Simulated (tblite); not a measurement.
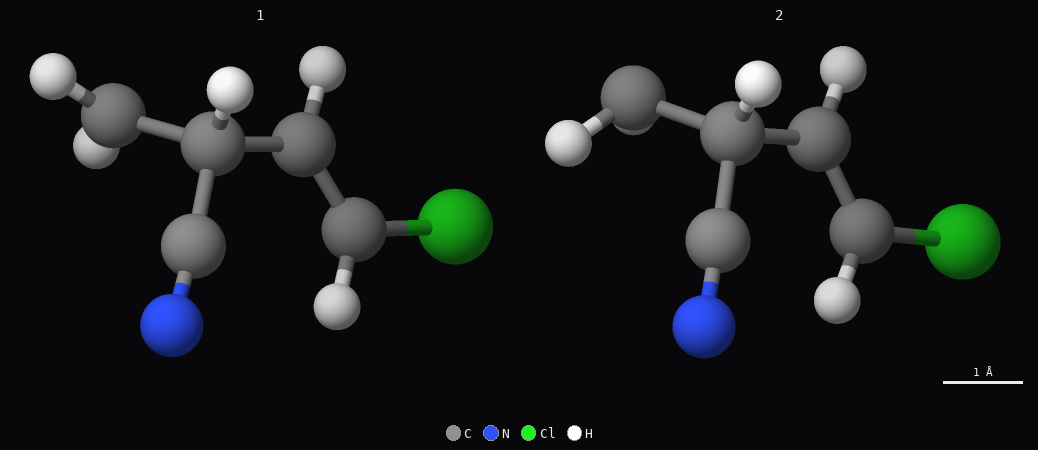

Two geometries of C$_{5}$H$_{5}$ClN (multiplicity 2), drawn at one scale. One is the start of a relaxation, the other its converged end. A ball-and-stick model, seen at a tilt.

These are results of tblite, GFN2-xTB geometry optimisation, gas phase, not measurements. 

### Which one is relaxed?

Structure 1 is the relaxed one. An H atom moves most after the best rigid fit: 0.86 Å. By element the largest moves are H 0.86 Å, Cl 0.25 Å, C 0.23 Å, N 0.21 Å. Some distances before and after: C–H 1.117 → 1.072 Å, C–Cl 1.759 → 1.717 Å, C–N 1.180 → 1.144 Å, C–C 1.486 → 1.508 Å. Bond angles that change, for instance: C–C–H 106.8° → 120.5°, H–C–H 109.3° → 119.3°, C–C–H 112.2° → 119.4°. Over 71 geometry steps the energy falls by 14.6 kcal/mol.
